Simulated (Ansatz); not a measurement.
## C₂H₃OSi (charge −1): geometry relaxation (part 2 of 2)

Continued. System: C₂H₃OSi, charge −1. Method: RKS B3LYP-D4/def2-SVP (Ansatz 0.2.0). It belongs to a series of runs on one base structure; here: end point A relaxed.

Geometry of the input (Å):
```
C  -1.1720  1.3130  -0.5632
Si -0.1649  0.0380  0.1801
C  0.7161  -1.1713  1.0421
O  1.8719  -1.9287  0.5134
H  -2.2320  1.0527  -0.7256
H  -1.1149  2.3062  -0.0858
H  2.0959  -1.6098  -0.3610
```

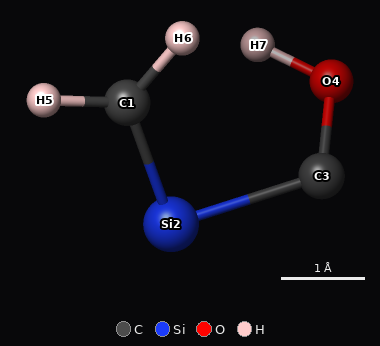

Figure 1. The geometry at step 20 of the log (ball-and-stick view, seen at a tilt; atoms are numbered from 1 in the order of the input).

**Trajectory as extended XYZ, continued**
```
7
Properties=species:S:1:pos:R:3:forces:R:3 step=10 energy=-12038.40199
C    -1.2100    1.1494   -0.2993    0.2597  -0.2950   0.0184
Si   -0.7068   -0.5692   -0.1976   -0.3323   0.7277  -0.2180
C     0.6956   -0.9962    0.8472   -0.9442   0.2712   0.6039
O     1.8473   -1.5833    0.6529    0.9943  -0.1434  -0.4721
H    -2.1822    1.3802   -0.7741    0.2150   0.0080   0.1196
H    -0.6347    2.0411    0.0378   -0.2539  -0.3687  -0.1201
H     2.1909   -1.4219   -0.2668    0.0613  -0.1998   0.0683
7
Properties=species:S:1:pos:R:3:forces:R:3 step=11 energy=-12038.44414
C    -1.1663    1.1026   -0.3138   -0.0279  -0.1709  -0.0724
Si   -0.7705   -0.6376   -0.2415   -0.2198   0.4649  -0.0592
C     0.6372   -0.9882    0.8676   -0.2159   0.0983   0.4490
O     1.8540   -1.4549    0.6623    0.2922  -0.1196  -0.3561
H    -2.1466    1.4089   -0.7327    0.3180  -0.0350   0.0202
H    -0.5471    1.9493    0.0454   -0.1953  -0.2417  -0.0223
H     2.1394   -1.3800   -0.2872    0.0487   0.0040   0.0408
7
Properties=species:S:1:pos:R:3:forces:R:3 step=12 energy=-12038.45205
C    -1.1225    1.0431   -0.3124   -0.4367   0.3057  -0.2714
Si   -0.8777   -0.7051   -0.1426    0.2694   0.0176  -0.2086
C     0.6068   -0.9771    0.9524    1.1390  -0.2995   0.1416
O     1.8744   -1.3434    0.6104   -1.3261   0.3659  -0.4452
H    -2.0156    1.4376   -0.8749    0.6050  -0.2861   0.4637
H    -0.5061    1.8392    0.1476   -0.1146  -0.1363  -0.1654
H     2.0408   -1.2943   -0.3805   -0.1360   0.0328   0.4855
7
Properties=species:S:1:pos:R:3:forces:R:3 step=13 energy=-12038.50296
C    -1.1033    1.0340   -0.3204   -0.2970   0.2792  -0.1519
Si   -0.8462   -0.7056   -0.1700    0.0055  -0.0732  -0.1115
C     0.5973   -0.9878    0.9662    0.6416  -0.2626   0.1908
O     1.8423   -1.3507    0.6095   -0.5716   0.2968  -0.3460
H    -2.0152    1.4184   -0.8297    0.3469  -0.1214   0.1344
H    -0.4825    1.8341    0.1164   -0.0594  -0.0571  -0.0230
H     2.0076   -1.2424   -0.3721   -0.0661  -0.0616   0.3072
7
Properties=species:S:1:pos:R:3:forces:R:3 step=14 energy=-12038.52730
C    -1.0613    0.9980   -0.3179    0.0038  -0.4132  -0.0134
Si   -0.8720   -0.7783   -0.1861   -0.0732   0.4639   0.0560
C     0.5760   -1.0158    1.0192    0.1796   0.0527   0.0584
O     1.8186   -1.2394    0.5936   -0.2720  -0.0049  -0.4764
H    -1.9408    1.4227   -0.8359    0.1632  -0.0703  -0.0537
H    -0.4210    1.7749    0.1318   -0.0489  -0.0720   0.0777
H     1.9005   -1.1620   -0.4047    0.0475   0.0438   0.3514
7
Properties=species:S:1:pos:R:3:forces:R:3 step=15 energy=-12038.55892
C    -1.0316    0.9688   -0.3062    0.0080  -0.2367  -0.0291
Si   -0.8754   -0.7982   -0.1564   -0.0978   0.2259   0.0597
C     0.5752   -1.0154    1.0708    0.2384   0.0064  -0.0856
O     1.7934   -1.1991    0.5556   -0.2647   0.0659  -0.3307
H    -1.8555    1.4008   -0.9004    0.1087  -0.0298  -0.0374
H    -0.4131    1.7388    0.1814   -0.0266  -0.0285   0.0748
H     1.8071   -1.0957   -0.4448    0.0340  -0.0031   0.3483
7
Properties=species:S:1:pos:R:3:forces:R:3 step=16 energy=-12038.57514
C    -0.9820    0.9249   -0.2976   -0.0072   0.0733  -0.0191
Si   -0.8944   -0.8344   -0.1161   -0.0774  -0.0444   0.0458
C     0.5718   -1.0144    1.1284    0.4914   0.0499  -0.3602
O     1.7580   -1.1124    0.5037   -0.4995  -0.0065  -0.0759
H    -1.7273    1.3720   -0.9833    0.1433  -0.0348   0.0940
H    -0.4023    1.6826    0.2614   -0.0717  -0.0902  -0.0669
H     1.6761   -1.0184   -0.4965    0.0212   0.0527   0.3824
7
Properties=species:S:1:pos:R:3:forces:R:3 step=17 energy=-12038.58148
C    -0.9823    0.9163   -0.2891    0.1293  -0.3352   0.0089
Si   -0.9192   -0.8432   -0.0932   -0.0072   0.0061   0.0021
C     0.5690   -1.0138    1.1205    0.3241  -0.0646  -0.1400
O     1.7490   -1.1103    0.4950   -0.3833   0.1078  -0.0222
H    -1.6892    1.3656   -0.9905   -0.2377   0.1432  -0.1632
H    -0.3927    1.6612    0.2535    0.1608   0.1558   0.1283
H     1.6655   -0.9758   -0.4963    0.0139  -0.0131   0.1860
7
Properties=species:S:1:pos:R:3:forces:R:3 step=18 energy=-12038.59745
C    -0.9380    0.8859   -0.3100   -0.0410  -0.2692  -0.0393
Si   -0.9542   -0.8747   -0.0764    0.0006   0.1030   0.0569
C     0.5495   -1.0302    1.1274    0.2191  -0.1484  -0.1632
O     1.7220   -1.0663    0.4883   -0.2622   0.1646  -0.0340
H    -1.6710    1.3631   -0.9754   -0.0592   0.0711  -0.0616
H    -0.3304    1.6133    0.2414    0.1379   0.1080   0.0554
H     1.6221   -0.8911   -0.4953    0.0048  -0.0291   0.1858
7
Properties=species:S:1:pos:R:3:forces:R:3 step=19 energy=-12038.64172
C    -0.8804    0.8239   -0.3220   -0.0493  -0.1071  -0.1378
Si   -1.0355   -0.9334   -0.0279   -0.0042   0.2350   0.0253
C     0.5070   -1.0978    1.1254    0.3506  -0.0290  -0.2426
O     1.6687   -0.9497    0.4798   -0.3316  -0.0036   0.0248
H    -1.6198    1.3589   -0.9560    0.1839  -0.0893   0.1900
H    -0.1803    1.5121    0.1891   -0.0661  -0.0795  -0.1059
H     1.5403   -0.7140   -0.4883   -0.0832   0.0736   0.2461
7
Properties=species:S:1:pos:R:3:forces:R:3 step=20 energy=-12038.68753
C    -0.8115    0.7734   -0.3713   -0.1606  -0.1999   0.1510
Si   -1.0972   -0.9628    0.0253    0.0642   0.3718  -0.0449
C     0.4855   -1.1654    1.1119    0.1136  -0.0649  -0.2041
O     1.6203   -0.8998    0.4759   -0.0301   0.1911  -0.1652
H    -1.5926    1.3523   -0.9081    0.2253  -0.0776   0.0446
H    -0.0733    1.4375    0.1227   -0.0513  -0.1257  -0.1466
H     1.4689   -0.5353   -0.4563   -0.1613  -0.0949   0.3652
7
Properties=species:S:1:pos:R:3:forces:R:3 step=21 energy=-12038.71894
C    -0.7839    0.7282   -0.3439    0.0818  -0.1659  -0.0001
Si   -1.1304   -0.9949    0.0635   -0.1240   0.2940  -0.0977
C     0.4815   -1.2357    1.1070    0.4449   0.3351  -0.3633
O     1.5658   -0.7992    0.4641   -0.1739  -0.1098  -0.1922
H    -1.5084    1.3356   -0.9226    0.1205  -0.0668   0.0994
H     0.0364    1.3527    0.0729   -0.2130  -0.1486  -0.0637
H     1.3390   -0.3867   -0.4410   -0.1362  -0.1380   0.6176
7
Properties=species:S:1:pos:R:3:forces:R:3 step=22 energy=-12038.73321
C    -0.7613    0.7007   -0.3528    0.0402   0.0526  -0.0164
Si   -1.1441   -0.9961    0.0902   -0.1512   0.1669  -0.0077
C     0.4959   -1.2470    1.0979   -0.0733  -0.1680  -0.0358
O     1.5462   -0.8103    0.4365    0.2658   0.4707  -0.2979
H    -1.4708    1.3224   -0.9324    0.1179  -0.0491   0.0482
H     0.0708    1.3127    0.0554   -0.1803  -0.0766  -0.0269
H     1.2633   -0.2824   -0.3948   -0.0190  -0.3965   0.3365
7
Properties=species:S:1:pos:R:3:forces:R:3 step=23 energy=-12038.73877
C    -0.7435    0.6938   -0.3634    0.0338   0.2260   0.1021
Si   -1.1568   -0.9830    0.1162   -0.0159  -0.0816  -0.1337
C     0.5089   -1.2606    1.0864   -0.0309   0.0367   0.1523
O     1.5485   -0.7858    0.4314    0.0367   0.1337  -0.3949
H    -1.4400    1.3108   -0.9619    0.0534  -0.0291   0.0652
H     0.0419    1.3239    0.1056   -0.0935  -0.1260  -0.1583
H     1.2410   -0.2993   -0.4143    0.0165  -0.1597   0.3673
7
Properties=species:S:1:pos:R:3:forces:R:3 step=24 energy=-12038.74543
C    -0.7558    0.6983   -0.3576    0.0805   0.1351   0.0442
Si   -1.1498   -0.9898    0.0977   -0.0652  -0.0111  -0.0528
C     0.5044   -1.2567    1.0927    0.0545   0.0397   0.0094
O     1.5519   -0.7863    0.4382   -0.0391   0.1277  -0.2689
H    -1.4569    1.3213   -0.9440    0.0670  -0.0386   0.0490
H     0.0596    1.3141    0.0768   -0.1396  -0.0890  -0.0841
H     1.2466   -0.3008   -0.4036    0.0419  -0.1638   0.3032
7
Properties=species:S:1:pos:R:3:forces:R:3 step=25 energy=-12038.74747
C    -0.7615    0.7017   -0.3540    0.0901   0.1020   0.0066
Si   -1.1470   -0.9901    0.0909   -0.0433  -0.0023  -0.0095
C     0.5064   -1.2518    1.0950    0.0209  -0.0156   0.0143
O     1.5566   -0.7907    0.4367   -0.0413   0.1125  -0.1628
H    -1.4601    1.3238   -0.9435    0.0519  -0.0311   0.0450
H     0.0572    1.3153    0.0743   -0.1200  -0.0669  -0.0568
H     1.2484   -0.3082   -0.3993    0.0417  -0.0986   0.1632
7
Properties=species:S:1:pos:R:3:forces:R:3 step=26 energy=-12038.74853
C    -0.7593    0.7000   -0.3570    0.0605   0.0860   0.0144
Si   -1.1477   -0.9906    0.0886   -0.0163  -0.0189   0.0119
C     0.5083   -1.2519    1.0956    0.0124  -0.0118   0.0003
O     1.5572   -0.7862    0.4355   -0.0410   0.0333  -0.0442
H    -1.4591    1.3257   -0.9396    0.0351  -0.0253   0.0177
H     0.0581    1.3119    0.0720   -0.0778  -0.0429  -0.0359
H     1.2425   -0.3090   -0.3950    0.0272  -0.0204   0.0359
7
Properties=species:S:1:pos:R:3:forces:R:3 step=27 energy=-12038.74880
C    -0.7572    0.6989   -0.3555    0.0333   0.0536  -0.0014
Si   -1.1495   -0.9909    0.0917    0.0011  -0.0101   0.0032
C     0.5101   -1.2535    1.0946    0.0103  -0.0097   0.0123
O     1.5555   -0.7831    0.4322   -0.0234  -0.0067   0.0050
H    -1.4522    1.3235   -0.9438    0.0126  -0.0134   0.0156
H     0.0570    1.3111    0.0755   -0.0412  -0.0252  -0.0217
H     1.2364   -0.3061   -0.3947    0.0074   0.0115  -0.0130
7
Properties=species:S:1:pos:R:3:forces:R:3 step=28 energy=-12038.74888
C    -0.7553    0.6984   -0.3570    0.0094   0.0254   0.0080
Si   -1.1496   -0.9908    0.0930    0.0012  -0.0022  -0.0028
C     0.5105   -1.2548    1.0947    0.0019  -0.0055   0.0080
O     1.5546   -0.7831    0.4315   -0.0049  -0.0045   0.0061
H    -1.4510    1.3230   -0.9437    0.0043  -0.0085   0.0033
H     0.0561    1.3115    0.0757   -0.0137  -0.0118  -0.0109
H     1.2348   -0.3043   -0.3943    0.0018   0.0071  -0.0117
7
Properties=species:S:1:pos:R:3:forces:R:3 step=29 energy=-12038.74889
C    -0.7554    0.6994   -0.3569   -0.0003   0.0139   0.0043
Si   -1.1494   -0.9902    0.0923    0.0032  -0.0010   0.0004
C     0.5103   -1.2558    1.0948   -0.0016  -0.0014   0.0014
O     1.5549   -0.7843    0.4322    0.0026  -0.0050   0.0098
H    -1.4530    1.3225   -0.9427    0.0056  -0.0049   0.0006
H     0.0557    1.3135    0.0740   -0.0058  -0.0085  -0.0040
H     1.2368   -0.3050   -0.3937   -0.0037   0.0070  -0.0126
```

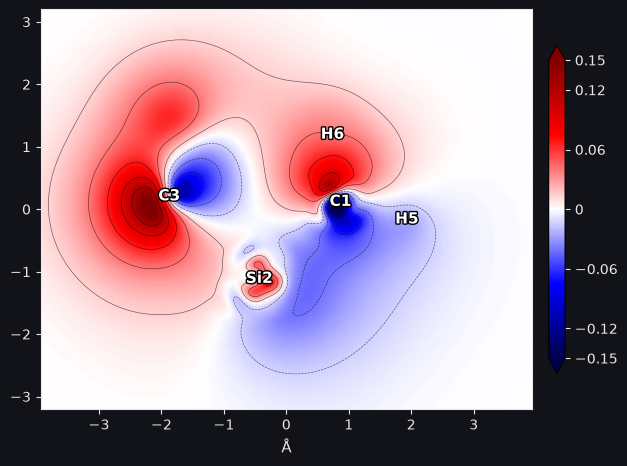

Figure 2. One frontier orbital on the plane of atoms Si2, C1 and H5 (values in Å⁻³ᐟ²; the overall sign is arbitrary). The HOMO−1, at −0.62 eV. Its weight (Hirshfeld) is mainly on C1 (50 %) and Si2 (30 %).

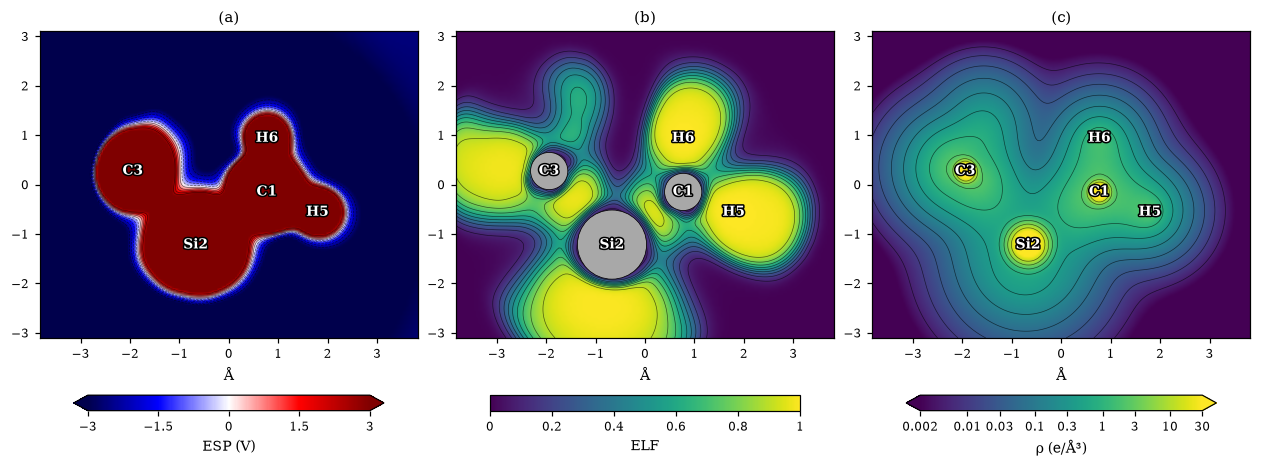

Figure 3. (a) molecular electrostatic potential; (b) ELF; (c) total electron density on the plane of atoms C1, Si2 and C3. Grey discs, where drawn, cover atomic cores. The section cuts through C, Si and H sites.

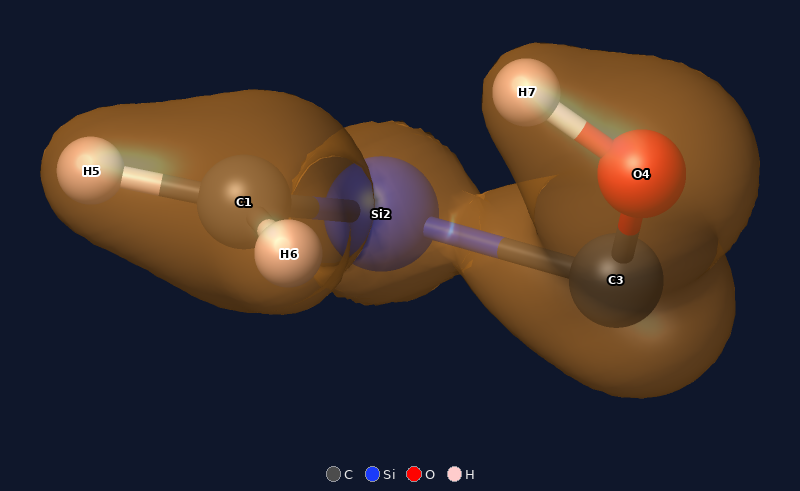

Figure 4. Isosurface of the electron density at 0.6 e/Å³ (orange), seen from the side. At this value the surface is in one piece. On the grid the lowest density along these lines, outside the cores, is 2 e/Å³ (C–O, 1.32 Å), 0.81 e/Å³ (C–Si, 1.79 Å), 2.1 e/Å³ (O–H, 1.01 Å) and 0.7 e/Å³ (C–Si, 1.96 Å).
